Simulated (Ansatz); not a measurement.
# ZrBr: one crystal by all-electron and frozen-core methods, part 2 of 2

Aim: solve ZrBr at one geometry with all-electron LAPW, PAW on the default files and datasets made for this crystal, and see where they agree.

Ansatz 0.2.0; DFT PBEsol; a Materials Project cell. «Crystal datasets» are all-electron PAW datasets made for this crystal.

### 3 PAW on the default files

File input.yaml:

```yaml
crystal:
  lattice:
    - [3.4543871541, 0.0, 0.0]
    - [-1.7271935771, 2.99158703, 0.0]
    - [0.0, 0.0, 9.98886383]
  atoms:
    - { symbol: Zr, position: [0.6666666667, 0.3333333333, 0.6234827] }
    - { symbol: Zr, position: [0.3333333333, 0.6666666667, 0.3765173] }
    - { symbol: Br, position: [0.6666666667, 0.3333333333, 0.18258149] }
    - { symbol: Br, position: [0.3333333333, 0.6666666667, 0.81741851] }
kpoints:
  mp_grid: { grid: [12, 12, 4] }
  band_path:
    path:
      - [0.0, 0.0, 0.0]
      - [0.5, 0.0, 0.0]
      - [0.3333333333, 0.3333333333, 0.0]
      - [0.0, 0.0, 0.0]
      - [0.0, 0.0, 0.5]
      - [0.5, 0.0, 0.5]
      - [0.3333333333, 0.3333333333, 0.5]
      - [0.0, 0.0, 0.5]
      - [0.5, 0.0, 0.5]
    npoints: 14
scf:
  occupations: { method: fermi_dirac, width: 0.08 }
hamiltonian:
  xc: pbesol
  pseudopotentials: { kind: paw }
output:
  forces: true
  stress: true
  eigenvalues: true
  efg: { contact_densities: true }
  populations: true
  bader: true
  dos: { projected: true, de: 0.2, e_range: [-14, 8] }
  write_density: true
  write_potential: true
  elf: true
  volumetric_format: npy
```

Command:

```sh
$ ansatz run input.yaml --threads 1 --pin off --max-ram 4096MiB --backend cpu --events-out ev --progress --plain --runs-dir out
```

The program printed:

```text
Zr: output.efg is read without spin–orbit coupling, which moves field gradients at and beside such atoms by some per cent and up to a factor of two; PAW files take it under magnetization.noncollinear and magnetization.spin_orbit
Engine: ansatz 0.2.0
Pseudopotentials: kind: paw
Pseudopotential: Zr, paw, valence charge 12, recommended cutoff 420 eV (normal)
Pseudopotential: Br, paw, valence charge 7, recommended cutoff 420 eV (normal)
Functional definition: PBEsol
  exchange = pbesol_x
  correlation = pbesol_c
Crystal: 4 atoms, lattice volume = 103.226 Å³
Basis set: ecut = 420 eV, 2025 PW (Γ), exchange–correlation on 48×48×144 points (8 copies of the dense FFT grid, shifted against one another)
Bands: 23, of which v1, the nominal top of the filled ones, is band 19 counted from 1 (18 counted from 0)
Symmetry: 12 space group operations
Space group: P-3m1 (ITA 164), of the structure as read, at distance tolerance 4.7e-5 Å
k-points: 69 of 576
Non-local potential: Zr, projectors of the file, l = 0: 3, l = 1: 2, l = 2: 2, l = 3: 2
Non-local potential: Br, projectors of the file, l = 0: 2, l = 1: 2, l = 2: 2
PAW form: soft (Blöchl's): semilocal exchange-correlation on the pseudo side does not see the compensation charge
PAW frozen core: Zr, regenerated for the run's functional, and the local potential with it (the file was generated under x = pbe(κ = 0.804, μ = 0.2195149727645171), c = pbe(β = 0.06672455060314922))
PAW frozen core: Br, regenerated for the run's functional, and the local potential with it (the file was generated under x = pbe(κ = 0.804, μ = 0.2195149727645171), c = pbe(β = 0.06672455060314922))
PAW one-centre angular grid: Zr, 590 points (default); XC on 64 Gauss nodes
PAW one-centre angular grid: Br, 110 points (default); XC on 64 Gauss nodes
Initial density: superposition of atomic densities (neutral atoms: chi_scale 0, normalization atom), corrected by the library's trained network
Initial wavefunctions: pseudopotential atomic-orbital guess
Functional: x = pbesol(κ = 0.804, μ = 0.12345679012345678), c = pbesol(β = 0.046)
SCF iter   1: F=—  HF=-13734.164710 eV  |F-HF|=—  |Δ(HF+E_count)|=         —  Δρ=3.78e-3  dr2=2.55e-2  ethr=1.77e-3  ⟨swp⟩=6.0  Hψ=7756  notcnv=0
preconditioner: auto → LDOS  [metal: Δε(μ)=0.005 eV  Ē_g=7.426 eV  σ=0.080 eV  W_gap=0.01  n_scr=24 (ndim 8)  ℏωp=17.1 eV  f_vac=0.056  D(μ)=2.33/eV (n_scr^D=6)  β→1.0]
SCF iter   2: F=—  HF=-13734.169868 eV  |F-HF|=—  |Δ(HF+E_count)|=   5.16e-3  Δρ=2.03e-3  dr2=2.45e-2  ethr=6.71e-5  ⟨swp⟩=2.0  Hψ=3016  notcnv=0
SCF iter   3: F=—  HF=-13734.165949 eV  |F-HF|=—  |Δ(HF+E_count)|=   3.92e-3  Δρ=8.06e-4  dr2=3.28e-3  ethr=6.46e-5  ⟨swp⟩=2.0  Hψ=2224  notcnv=0
SCF iter   4: F=—  HF=-13734.165486 eV  |F-HF|=—  |Δ(HF+E_count)|=   4.63e-4  Δρ=2.09e-4  dr2=1.41e-4  ethr=8.64e-6  ⟨swp⟩=2.0  Hψ=2030  notcnv=0
SCF iter   5: F=—  HF=-13734.165474 eV  |F-HF|=—  |Δ(HF+E_count)|=   1.20e-5  Δρ=6.19e-5  dr2=5.25e-6  ethr=3.72e-7  ⟨swp⟩=2.0  Hψ=2194  notcnv=0
SCF iter   6: F=—  HF=-13734.165465 eV  |F-HF|=—  |Δ(HF+E_count)|=   8.84e-6  Δρ=1.44e-5  dr2=1.59e-7  ethr=1.38e-8  ⟨swp⟩=2.0  Hψ=2272  notcnv=0
SCF iter   7: F=-13734.165465 eV  HF=-13734.165465 eV  |F-HF|=2.11e-9  |Δ(HF+E_count)|=   4.20e-8  Δρ=2.60e-6  dr2=4.15e-9  ethr=2.63e-10  ⟨swp⟩=10.1  Hψ=12235  notcnv=0
SCF 1 converged in 7 iterations: F = -13734.165465 eV  dr2 = 4.15e-9
NSCF: frozen V_eff on 113 k-points
SCF converged after 7 iterations
Free energy (F): -13734.165465 eV
Harris-Foulkes:  -13734.165465 eV  (|F-HF|=2.11e-9)
Internal energy: -13734.118927 eV  (E = F + TS)
E sigma→0 (E₀):  -13734.142196 eV
Entropy (-TS):   -0.046538 eV (-11.634 meV/atom)
Fermi energy:    9.346453 eV
--- Per-component energies (eV) ---
  E_band       = -296.279307
  E_kinetic    = 930.574117
  E_local      = -2755.510677  (includes V_loc(G=0)·N_el)
  E_nonlocal   = 304.521960
  E_hartree    = 999.091186
  E_xc         = -843.385061
  E_vxc        = -587.649410  (∫ρ·V_xc dr)
  E_paw        = -10205.909423  (= ΣΔE_a)
  E_vpaw       = -186.397743  (= ΣTr[D̂ρ^β])
  E_aug_tail   = 0.000047  (compensation charges beyond the density's cutoff)
  E_ewald      = -2164.017058
  E_core_change = 0.515982  (= ΣΔE_core)
  E_smearing   = -0.046538  (= −TS)
  E_closure    = -0.000000  (closes the sum)
  Σ components = -13734.165465   (vs F -13734.165465, Δ=0.00e0)
--- Forces (eV/Å), atoms counted from 1 ---
  atom   1  Zr     0.00000000     0.00000000     0.15537722
  atom   2  Zr     0.00000000     0.00000000    -0.15537722
  atom   3  Br    -0.00000000     0.00000000     0.28936710
  atom   4  Br     0.00000000    -0.00000000    -0.28936710
  max |Σ_I F_I| component: 5.55e-17 eV/Å
--- Stress (GPa, compression-positive) ---
       -3.117572      -0.000000      -0.000000
       -0.000000      -3.117572      -0.000000
        0.000000      -0.000000      -2.328260
  P = ⅓ Tr σ = -2.8545 GPa (-28.545 kbar)
--- PAW observables at the nuclei: V_zz in 10²¹ V/m², potentials from the cell's mean, atoms counted from 1 ---
  atom   1  Zr V_zz =    -4.180566   η = 0.0000   by run symmetry: allowed
            electrostatic potential = -5923.335618 V   contact ρ = 489715.558948 e/Å³
  atom   2  Zr V_zz =    -4.180566   η = 0.0000   by run symmetry: allowed
            electrostatic potential = -5923.335618 V   contact ρ = 489715.558948 e/Å³
  atom   3  Br V_zz =    +5.470272   η = 0.0000   by run symmetry: allowed
            electrostatic potential = -4909.946581 V   contact ρ = 292715.486685 e/Å³
  atom   4  Br V_zz =    +5.470272   η = 0.0000   by run symmetry: allowed
            electrostatic potential = -4909.946581 V   contact ρ = 292715.486685 e/Å³
--- Band table (eV; the first three rows and the last of 69) ---
  k-point 0: bands = ["-39.8021", "-39.7273", "-18.1103", "-17.6744", "-17.6551", "-17.6551", "-17.5670", "-17.5670", "-7.5325", "-7.4187", "3.0027", "3.9640", "6.5180", "6.5180", "6.5607", "6.5607", "6.8427", "8.0034", "9.9375", "9.9375", "10.1044", "10.3368", "10.3368"]
  k-point 1: bands = ["-39.8021", "-39.7273", "-18.1103", "-17.6745", "-17.6551", "-17.6551", "-17.5670", "-17.5670", "-7.5217", "-7.4299", "3.1122", "3.7881", "6.5012", "6.5012", "6.5785", "6.5785", "7.0439", "7.8756", "9.9390", "9.9390", "10.1177", "10.3284", "10.3284"]
  k-point 2: bands = ["-39.8021", "-39.7273", "-18.1103", "-17.6745", "-17.6551", "-17.6551", "-17.5670", "-17.5670", "-7.5072", "-7.4448", "3.3447", "3.4949", "6.4899", "6.4899", "6.5907", "6.5907", "7.3586", "7.6287", "9.9405", "9.9405", "10.1319", "10.3199", "10.3199"]
  k-point 68: bands = ["-39.7223", "-39.7223", "-18.0027", "-18.0027", "-17.9528", "-17.7797", "-17.6919", "-17.6919", "-6.6478", "-6.6478", "3.6355", "3.6901", "3.8665", "3.8665", "4.7049", "4.7049", "7.9986", "8.6175", "8.6175", "10.2127", "10.2576", "12.2128", "12.4332"]
--- Löwdin populations: 4 sites ---
  site symbol       q [e]
     0     Zr     11.7658
     1     Zr     11.7658
     2     Br      7.1028
     3     Br      7.1028
  spilling = 0.006914 (of n_electrons = 38.000000)
--- Bader charges: 4 sites ---
  site symbol  charge [e]  shift [e]
     0     Zr      0.6426     0.0002
     1     Zr      0.6427     0.0002
     2     Br     -0.6426     0.0002
     3     Br     -0.6426     0.0002
  estimated error of the sums over rays = 2.0e-4 e
```

Run time: 43 s. Hardware: 1 thread of Arm Neoverse V1, shared host; peak memory 0.48 GiB.

Result: pressure -2.85 GPa; no gap; largest force 0.289 eV/Å; Vzz Zr1 -4.18 (η = 0.00), Br3 5.47 (η = 0.00) (10²¹ V/m²).

```csv
atom,Bader charge (e),basin volume (Å³)
Zr1,+0.64,21.08
Br3,-0.64,30.51
```

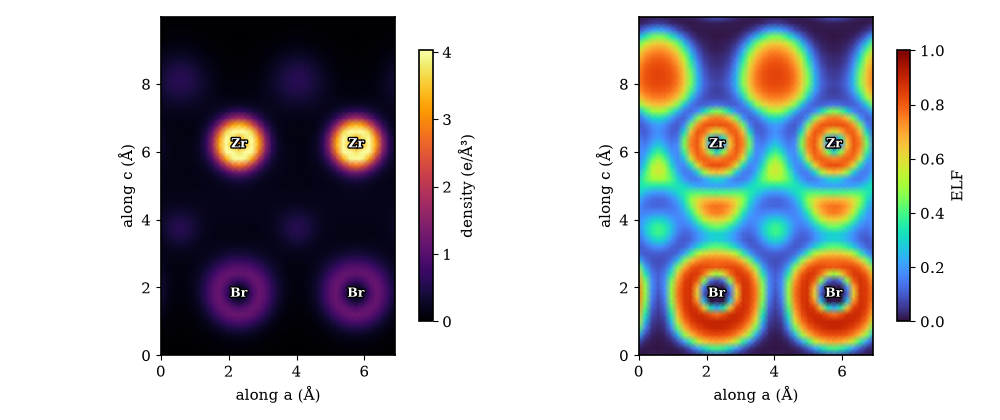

Density (left) and ELF (right) in a lattice plane of the grid's cell (edges 3.45 and 9.99 Å, at 0.333 of the third edge), which holds Zr and Br. Only atoms in the plane are labelled. Both are smooth fields of the valence electrons: close to the nuclei they are not physical.

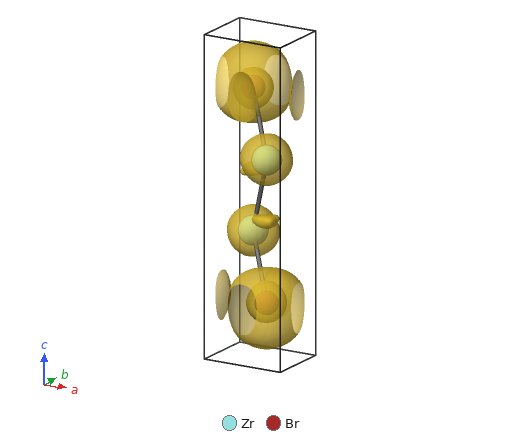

Surface of ELF = 0.71, drawn in one cell.

The highest ELF values outside the cores: 0.90 beside Br, off the lines to its neighbours, 0.9 Å from Br; 0.77 between the atoms, 1.8 Å from Zr.

### 4 Datasets made for this crystal

input.yaml, as its differences from that of step 3:

```diff
@@ -23,3 +23,3 @@
       - [0.5, 0.0, 0.5]
-    npoints: 14
+    npoints: 8
 scf:
@@ -28,3 +28,3 @@
   xc: pbesol
-  pseudopotentials: { kind: paw }
+  pseudopotentials: { kind: all_electron, datasets: crystal }
 output:
@@ -34,8 +34 @@
   efg: { contact_densities: true }
-  populations: true
-  bader: true
-  dos: { projected: true, de: 0.2, e_range: [-14, 8] }
-  write_density: true
-  write_potential: true
-  elf: true
-  volumetric_format: npy
```

Command:

```sh
$ ansatz run input.yaml --threads 1 --pin off --max-ram 4096MiB --backend cpu --events-out ev --progress --plain --runs-dir out
```

The program printed:

```text
hamiltonian.pseudopotentials.datasets: crystal makes datasets for this crystal and solves the spheres of its atoms anew in each pass: cutoff 220.0 eV, the density's 880.0 eV; for an error of 0.50 meV an atom under PBE, 2.0 meV for the cell; an energy difference from a run of another recipe may be off by several times the error for the cell, under r2SCAN by more, where some 0.1 meV an atom stays at smaller errors; Br in spheres of 1.376 Å, 7 of its electrons in bands, 10 on its site; Zr in spheres of 1.376 Å, 12 of its electrons in bands; only band paths and densities of states list, in semicore columns, the levels of the semicore shells that are solved separately: 3d of Br
band count auto-derived: 29 (N_el = 38.0; filled up to band 19; 23 by the electrons, moments and atoms)
Zr: output.efg is read without spin–orbit coupling, which moves field gradients at and beside such atoms by some per cent and up to a factor of two; PAW files take it under magnetization.noncollinear and magnetization.spin_orbit
[... 2 set-up lines as earlier in the session ...]
Pseudopotential: Zr, paw, valence charge 12, recommended cutoff 220 eV (normal), Koelling and Harmon's equation, gaussian nucleus
Pseudopotential: Br, paw, valence charge 17, recommended cutoff 220 eV (normal), Koelling and Harmon's equation, gaussian nucleus
[... 3 set-up lines as earlier in the session ...]
Crystal: 4 atoms, lattice volume = 103.226 Å³
Basis set: ecut = 220 eV, 775 PW (Γ), exchange–correlation on 36×36×100 points (8 copies of the dense FFT grid, shifted against one another)
Bands: 29, of which v1, the nominal top of the filled ones, is band 19 counted from 1 (18 counted from 0)
[... 2 set-up lines as earlier in the session ...]
k-points: 69 of 576
Non-local potential: Zr, projectors of the file, l = 0: 2, l = 1: 2, l = 2: 2
Non-local potential: Br, projectors of the file, l = 0: 2, l = 1: 1
[... 1 set-up line as earlier in the session ...]
PAW one-centre angular grid: Zr, 590 points (default); XC on its mesh's 1891 points in the sphere
PAW one-centre angular grid: Br, 110 points (default); XC on its mesh's 1905 points in the sphere
Initial density: superposition of atomic densities (neutral atoms: chi_scale 0, normalization atom)
[... 2 set-up lines as earlier in the session ...]
iter 1 solved again at ethr=1.59e-2 eV; its pass at ethr=1.00e-1 eV (dr2=6.05e0 eV) is discarded
SCF iter   1: F=—  HF=-337505.866516 eV  |F-HF|=—  |Δ(HF+E_count)|=         —  Δρ=2.93e-2  dr2=6.57e0  ethr=1.59e-2  ⟨swp⟩=2.6  Hψ=10173  notcnv=0
preconditioner: auto → LDOS  [metal: Δε(μ)=0.080 eV  Ē_g=8.688 eV  σ=0.080 eV  W_gap=0.24  n_scr=24 (ndim 8)  ℏωp=17.1 eV  f_vac=0.034  D(μ)=2.07/eV (n_scr^D=6)  β→1.0]
SCF iter   2: F=—  HF=-337505.813084 eV  |F-HF|=—  |Δ(HF+E_count)|=   5.34e-2  Δρ=3.03e-2  dr2=5.44e0  ethr=1.59e-2  ⟨swp⟩=4.5  Hψ=5643  notcnv=0  defer=1
iter 3 solved again at ethr=4.62e-4 eV; its pass at ethr=1.43e-2 eV (dr2=1.75e-1 eV) is discarded
SCF iter   3: F=—  HF=-337504.774076 eV  |F-HF|=—  |Δ(HF+E_count)|=    1.04e0  Δρ=7.82e-3  dr2=2.13e-1  ethr=4.62e-4  ⟨swp⟩=2.7  Hψ=9580  notcnv=0  defer=14
eigensolver tolerance schedule calibrated: the retry pair's looser diagonalisation under-reported the residual by θ = 0.18 (0.12/decade); ethr = c·dr2/N_el runs at the constant in force after the calibration composes with the one it found (an armed cap, an earlier calibration), c = 7.0e-2
SCF iter   4: F=—  HF=-337504.734095 eV  |F-HF|=—  |Δ(HF+E_count)|=   4.00e-2  Δρ=2.41e-3  dr2=8.15e-3  ethr=3.93e-4  ⟨swp⟩=3.6  Hψ=4681  notcnv=0  defer=3
SCF iter   5: F=—  HF=-337504.735050 eV  |F-HF|=—  |Δ(HF+E_count)|=   9.55e-4  Δρ=7.77e-4  dr2=5.35e-4  ethr=1.50e-5  ⟨swp⟩=3.0  Hψ=3748  notcnv=0  defer=1
SCF iter   6: F=—  HF=-337504.735035 eV  |F-HF|=—  |Δ(HF+E_count)|=   1.50e-5  Δρ=2.43e-4  dr2=4.66e-5  ethr=9.87e-7  ⟨swp⟩=3.0  Hψ=4730  notcnv=0  defer=3
SCF iter   7: F=—  HF=-337504.735036 eV  |F-HF|=—  |Δ(HF+E_count)|=   9.16e-7  Δρ=9.18e-5  dr2=8.38e-6  ethr=8.59e-8  ⟨swp⟩=3.0  Hψ=3806  notcnv=0
SCF iter   8: F=—  HF=-337504.735036 eV  |F-HF|=—  |Δ(HF+E_count)|=   9.35e-8  Δρ=1.75e-5  dr2=2.52e-7  ethr=1.54e-8  ⟨swp⟩=3.0  Hψ=3922  notcnv=0
SCF iter   9: F=-337504.735036 eV  HF=-337504.735036 eV  |F-HF|=1.34e-9  |Δ(HF+E_count)|=   5.81e-8  Δρ=2.41e-6  dr2=5.23e-9  ethr=4.65e-10  ⟨swp⟩=3.1  Hψ=3912  notcnv=0
SCF 1 converged in 9 iterations: F = -337504.735037 eV  dr2 = 5.23e-9
  Residual-converged pass: ⟨swp⟩=3.2  Hψ=4506  notcnv=0  max |occ|·‖R‖ = 6.4e-6 eV (tolerance 6.7e-6 eV)  dr2=5.31e-9  dr2_onsite=2.11e-9  max |Δocc| = 3.7e-9
NSCF: frozen V_eff on 65 k-points
SCF converged after 9 iterations
Free energy (F): -337504.735037 eV
Harris-Foulkes:  -337504.735037 eV  (|F-HF|=1.34e-9)
Internal energy: -337504.688506 eV  (E = F + TS)
E sigma→0 (E₀):  -337504.711772 eV
Entropy (-TS):   -0.046531 eV (-11.633 meV/atom)
Past the cutoff: the bands carry plane waves up to 1.75 times it, of which those up to 1.5 times it add -0.000238 eV an atom, each by itself; the spheres take 0.000234 eV an atom off the energy for waves past 1.75 times it
By the cutoff:   a pressure is off by up to 0.006 GPa (1.2 times the spheres' own share and the shells' term, over an atom's volume, and 0.004 GPa: a bound that held against runs at twice the plane waves)
Past the cutoffs: a stress includes 0.0024 GPa for waves and charges beyond them, in addition to the slope of what the spheres take
In the spheres:  the bands' charges fall short by 7.6e-7 e at most (sound up to 1e-3), those of shells solved beside the bands by 3.9e-9 e (sound up to 5e-4)
Fermi energy:    11.374536 eV
--- Per-component energies (eV) ---
  The terms above E_closure are by the made datasets' own strengths, without shells solved beside the bands.
--- Forces (eV/Å), atoms counted from 1 ---
  atom   1  Zr     0.00000000    -0.00000000     0.15545320
  atom   2  Zr    -0.00000000     0.00000000    -0.15545320
  atom   3  Br     0.00000000     0.00000000     0.28857128
  atom   4  Br    -0.00000000     0.00000000    -0.28857128
  max |Σ_I F_I| component: 5.55e-17 eV/Å
--- Stress (GPa, compression-positive) ---
       -3.104673      -0.000000      -0.000000
       -0.000000      -3.104673      -0.000000
       -0.000000      -0.000000      -2.317197
  P = ⅓ Tr σ = -2.8422 GPa (-28.422 kbar)
  It holds what live shells' own plane waves past their cutoff add
--- PAW observables at the nuclei: V_zz in 10²¹ V/m², potentials from the cell's mean, atoms counted from 1 ---
  atom   1  Zr V_zz =    -4.175880   η = 0.0000   by run symmetry: allowed
            electrostatic potential = -5921.481197 V   contact ρ = 489777.840400 e/Å³
  atom   2  Zr V_zz =    -4.175880   η = 0.0000   by run symmetry: allowed
            electrostatic potential = -5921.481197 V   contact ρ = 489777.840400 e/Å³
  atom   3  Br V_zz =    +5.426854   η = 0.0000   by run symmetry: allowed
            electrostatic potential = -4907.969309 V   contact ρ = 292786.872425 e/Å³
  atom   4  Br V_zz =    +5.426854   η = 0.0000   by run symmetry: allowed
            electrostatic potential = -4907.969309 V   contact ρ = 292786.872425 e/Å³
--- Band table (eV; the first three rows and the last of 69) ---
  k-point 0: bands = ["-37.7727", "-37.6979", "-16.0816", "-15.6457", "-15.6263", "-15.6263", "-15.5383", "-15.5383", "-5.5076", "-5.3938", "5.0287", "5.9895", "8.5455", "8.5455", "8.5880", "8.5880", "8.8706", "10.0303", "11.9657", "11.9657", "12.1326", "12.3642", "12.3642", "14.0417", "14.0417", "14.3806"]
  k-point 1: bands = ["-37.7727", "-37.6979", "-16.0816", "-15.6457", "-15.6263", "-15.6263", "-15.5383", "-15.5383", "-5.4969", "-5.4050", "5.1382", "5.8137", "8.5286", "8.5286", "8.6058", "8.6058", "9.0716", "9.9028", "11.9672", "11.9672", "12.1458", "12.3557", "12.3557", "14.0474", "14.0474", "14.3843"]
  k-point 2: bands = ["-37.7727", "-37.6979", "-16.0816", "-15.6457", "-15.6263", "-15.6263", "-15.5383", "-15.5383", "-5.4825", "-5.4198", "5.3709", "5.5204", "8.5173", "8.5173", "8.6181", "8.6181", "9.3857", "9.6566", "11.9687", "11.9687", "12.1599", "12.3472", "12.3472", "14.0531", "14.0531", "14.3880"]
  k-point 68: bands = ["-37.6928", "-37.6928", "-15.9739", "-15.9739", "-15.9241", "-15.7509", "-15.6631", "-15.6631", "-4.6231", "-4.6231", "5.6637", "5.7185", "5.8944", "5.8944", "6.7299", "6.7299", "10.0264", "10.6452", "10.6452", "12.2404", "12.2850", "14.2412", "14.4615", "14.4615", "14.6407", "14.6407"]
```

It took 50 s on 1 thread of Arm Neoverse V1, shared host; peak memory 0.81 GiB.

In short: pressure -2.84 GPa; no gap; largest force 0.289 eV/Å; Vzz Zr1 -4.18 (η = 0.00), Br3 5.43 (η = 0.00) (10²¹ V/m²).

```csv
atom,contact density (e/Å³)
Zr1,489777.8
Br3,292786.9
```

### 5 Comparison

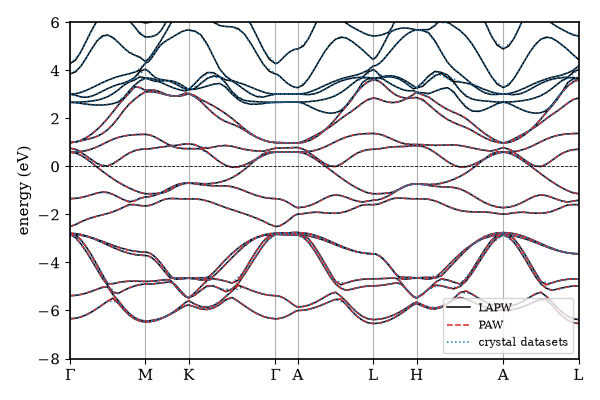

Bands of 3 runs (LAPW; PAW; crystal datasets) drawn together, counted from each run's Fermi level.

| method | pressure (GPa) | largest force (eV/Å) | Vzz Zr1 (10²¹ V/m²) | Vzz Br3 (10²¹ V/m²) | SCF cycles, all passes |
| --- | --- | --- | --- | --- | --- |
| LAPW | -2.84 | 0.289 | – | – | 9 |
| PAW | -2.85 | 0.289 | -4.18 | 5.47 | 7 |
| crystal datasets | -2.84 | 0.289 | -4.18 | 5.43 | 9 |

### 6 Results

The summary covers parts 1 to 2.

| quantity | value |
| --- | --- |
| pressure | LAPW -2.84, PAW -2.85, crystal datasets -2.84 GPa |
| gap (LAPW) | none |
| largest force | LAPW 0.289, PAW 0.289, crystal datasets 0.289 eV/Å |
| Bader charges (PAW) | Zr1 +0.64, Br3 -0.64 e |
| highest ELF (PAW) | 0.90, 0.89 Å from Br |

At this geometry the cell is under tension of 2.8 GPa, so it would shrink if let go. Bands cross the Fermi level: the crystal is a metal at this level. Zr 4d carries the largest share, 92 %, of the projected states within 0.3 eV of the Fermi level. The projection holds only the free atom's occupied shells (Zr 5s, Zr 4d, Br 4p in this range). The field gradient at Br3, the largest by crystal datasets, is 5.47 by PAW and 5.43 by crystal datasets (10²¹ V/m²), within 5 %. No spin–orbit coupling: at heavy atoms the gradients can be off by tens of per cent for that reason. PAW lies -0.01 GPa from LAPW in pressure. The forces differ by at most 1 meV/Å in a component, on a largest force of 0.289 eV/Å. The price, with the outputs that each input asks for: 2.9 min for LAPW against 43 s for PAW, about 4 to one.
